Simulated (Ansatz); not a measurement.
Base system: CdS in the zinc blende structure (space group F-43m, No. 216; a = 5.878 Å).

One thing is altered: a negative pressure, −2 GPa.

Calculations: Kohn–Sham DFT with the r2SCAN functional, run in Ansatz (a first-principles code) with PAW and 500 eV plane waves, no spin-orbit coupling.

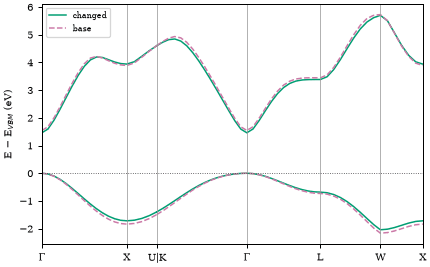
Highest valence and lowest conduction band along the path, each from its own valence-band maximum

The gap is 1.46 eV, direct at Γ; the base has 1.54 eV.

Load acts through the strain it causes; cell and atoms are relaxed under it. Gaps are Kohn–Sham eigenvalue differences; semilocal functionals usually give less than the measured gap. Stability against distortions was not tested.
